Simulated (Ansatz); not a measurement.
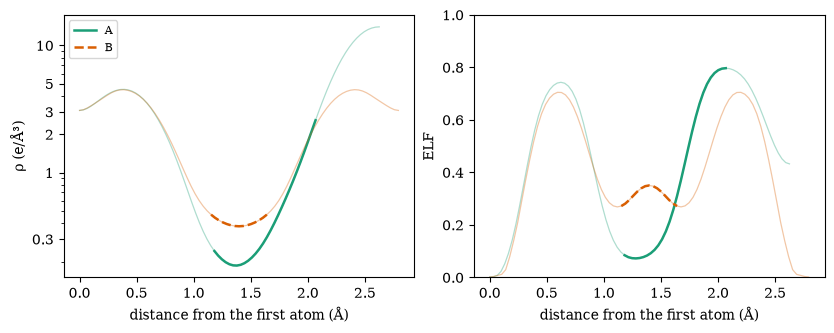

Figure. TaF. Valence pseudo-density and ELF along straight lines between neighbouring atoms. Thin, pale parts lie inside the atomic spheres.

Space group P-6m2; started from the tungsten carbide_187 prototype, which need not be the ambient phase.

The calculation used Ansatz 0.2.0, DFT PBE, scalar-relativistic, plane waves, PAW.

Core electrons are frozen (PAW), and the valence fields are smoothed inside the atomic spheres.

Question: Which curve belongs to which contact (Ta–F and Ta–Ta)? The first atom named is at distance zero.

Answer: Curve A: Ta–F (2.63 Å): ρ is about 0.19 e/Å³ halfway; the ELF is about 0.05 at the midpoint (no shared electron pair shows on this line). Curve B: Ta–Ta (2.79 Å): the density is about 0.38 e/Å³ at the midpoint; the ELF is about 0.35 at the midpoint.
